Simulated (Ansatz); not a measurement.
**C$_{2}$H$_{2}$In: a changed input and its effect**

System: C$_{2}$H$_{2}$In, multiplicity 2, SMILES C#[C][InH].
Method of run A: UKS PBE0-D4/def2-TZVP (Ansatz 0.2.0).

Text and figures count atoms from 1; the logs count them from 0 in places.

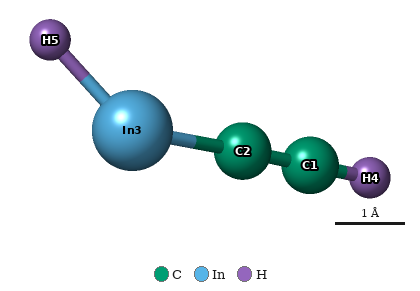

The structure (ball-and-stick view, seen at a tilt; atoms are numbered from 1 in the order of the input). Sticks mark near contacts.

## The input, run A
```yaml
crystal:
  periodic: [false, false, false]
  atoms:
    - { symbol: C, position_ang: [-1.433029, -0.189007, -0.172193] }
    - { symbol: C, position_ang: [-0.277057, 0.150747, -0.161562] }
    - { symbol: In, position_ang: [1.608157, 0.744544, -0.171488] }
    - { symbol: H, position_ang: [-2.454763, -0.492732, -0.179242] }
    - { symbol: H, position_ang: [3.090306, 0.106684, 0.577457] }
magnetization:
  spin_polarized: true
  initial_magnetization: 1
basis:
  gaussian: { orbitals: def2-TZVP }
hamiltonian:
  xc: pbe0
  dispersion: d4
output:
  forces: true
```

Launched with:
```bash
ansatz run input.yaml --threads 1 --pin off --max-ram 2560MiB --backend cpu --events-out ev --progress --plain --runs-dir out
```

Hardware: 1 thread of Arm Neoverse V2, 112 GiB of memory available, shared host.

## Output (run A)
```
Engine: ansatz 0.2.0, aarch64-unknown-linux-gnu
Functional definition: PBE0
  parameter a = 0.25
  parameter kappa = 0.804
  parameter beta = 0.06672455060314922
  exchange = (1 - a)*pbe_x(kappa = kappa, mu = beta*pi^2/3) + a*exact_x
  correlation = pbe_c(beta = beta)
929 factors; their error is unknown
mean field evaluation 1: about -7264.3375 eV, gradient 4.3e1 eV
mean field evaluation 2: about -7187.5082 eV, gradient 1.0e2 eV
mean field evaluation 4: about -7273.5935 eV, gradient 1.7e1 eV
mean field evaluation 8: about -7274.9895 eV, gradient 1.1e-1 eV
mean field evaluation 16: about -7275.0398 eV, gradient 1.6e-3 eV
mean field -7275.03981903 eV, -267.3527821502 hartree, gradient 1.0e-5 eV, S^2 0.753481; 0 other end points of the search recorded, 0 dependent functions left out
the calculation of the forces begins
reference -7275.03985805 eV, -267.3527835841 hartree; 18, 17 occupied and 106, 107 virtual orbitals, 929 factors
Total energy: -7275.11588080 eV, -267.3555773688 hartree
Atom 0 at    -1.433029    -0.189007    -0.172193 Å, force    -0.679921    -0.141358    -0.046307 eV/Å
Atom 1 at    -0.277057     0.150747    -0.161562 Å, force    -1.333589    -0.800106     0.267380 eV/Å
Atom 2 at     1.608157     0.744544    -0.171488 Å, force     2.540933     0.968052    -0.128270 eV/Å
Atom 3 at    -2.454763    -0.492732    -0.179242 Å, force    -0.038696     0.020310    -0.022055 eV/Å
Atom 4 at     3.090306     0.106684     0.577457 Å, force    -0.488727    -0.046898    -0.070747 eV/Å
Dipole moment:    -0.136139    -0.058824     0.011633 e Å
```

For run B the input was changed thus:
```diff
-    - { symbol: C, position_ang: [-1.433029, -0.189007, -0.172193] }
-    - { symbol: C, position_ang: [-0.277057, 0.150747, -0.161562] }
-    - { symbol: In, position_ang: [1.608157, 0.744544, -0.171488] }
-    - { symbol: H, position_ang: [-2.454763, -0.492732, -0.179242] }
-    - { symbol: H, position_ang: [3.090306, 0.106684, 0.577457] }
+    - { symbol: C, position_ang: [-1.592111, -0.228072, -0.178926] }
+    - { symbol: C, position_ang: [-0.41739, 0.085772, -0.146583] }
+    - { symbol: In, position_ang: [1.640336, 0.755205, -0.172017] }
+    - { symbol: H, position_ang: [-2.622665, -0.505492, -0.205864] }
+    - { symbol: H, position_ang: [3.160448, 0.144844, 0.566081] }
```

What does this change do to the results?

With the same method and basis, run B lies 2.5 kcal/mol lower. The largest force goes from 2.722 to 0.536 eV/Å.

## Output (run B)
```
Engine: ansatz 0.2.0, aarch64-unknown-linux-gnu
Functional definition: PBE0
  parameter a = 0.25
  parameter kappa = 0.804
  parameter beta = 0.06672455060314922
  exchange = (1 - a)*pbe_x(kappa = kappa, mu = beta*pi^2/3) + a*exact_x
  correlation = pbe_c(beta = beta)
929 factors; their error is unknown
mean field evaluation 1: about -7266.5415 eV, gradient 3.9e1 eV
mean field evaluation 2: about -7195.9980 eV, gradient 9.3e1 eV
mean field evaluation 4: about -7274.0922 eV, gradient 1.5e1 eV
mean field evaluation 8: about -7275.0966 eV, gradient 1.9e-1 eV
mean field evaluation 16: about -7275.1494 eV, gradient 3.2e-3 eV
mean field -7275.14938829 eV, -267.3568087461 hartree, gradient 5.7e-5 eV, S^2 0.754790; 0 other end points of the search recorded, 0 dependent functions left out
the calculation of the forces begins
reference -7275.14942756 eV, -267.3568101895 hartree; 18, 17 occupied and 106, 107 virtual orbitals, 929 factors
Total energy: -7275.22310150 eV, -267.3595176568 hartree
Atom 0 at    -1.592111    -0.228072    -0.178926 Å, force     0.396147     0.151333    -0.020257 eV/Å
Atom 1 at    -0.417390     0.085772    -0.146583 Å, force     0.254457    -0.231520     0.212122 eV/Å
Atom 2 at     1.640336     0.755205    -0.172017 Å, force    -0.157217     0.168512    -0.148528 eV/Å
Atom 3 at    -2.622665    -0.505492    -0.205864 Å, force     0.029564     0.022636    -0.009273 eV/Å
Atom 4 at     3.160448     0.144844     0.566081 Å, force    -0.522952    -0.110962    -0.034063 eV/Å
Dipole moment:     0.058240     0.019215    -0.000912 e Å
```

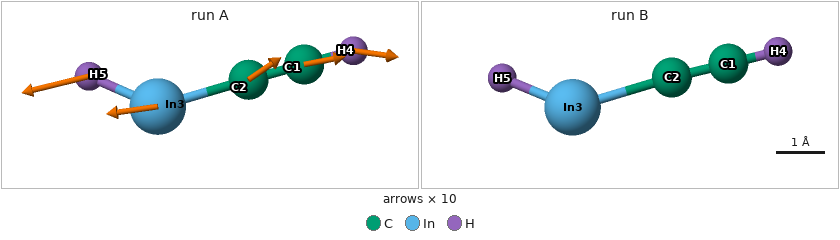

The two input geometries at one scale (ball-and-stick view, seen at a tilt). The orange arrows on the first give the shifts of the atoms after the best rigid fit, magnified 10 times. The largest move after the best rigid fit is that of H5, 0.15 Å. Largest moves by element: H 0.15 Å, In 0.11 Å, C 0.09 Å. Among the contacts that change: C2–In3 1.977 → 2.164 Å, In3–H5 1.779 → 1.797 Å, C1–C2 1.205 → 1.216 Å.

## The two runs side by side

| quantity | run A | run B |
| --- | --- | --- |
| outcome | converged | converged |
| total energy (hartree) | −267.355577 | −267.359518 |
| ⟨S²⟩ | 0.753 | 0.755 |
| largest force (eV/Å) | 2.722 | 0.536 |
| basis functions | 124 | 124 |
| wall time (shared host) | 6.5 s | 6.4 s |
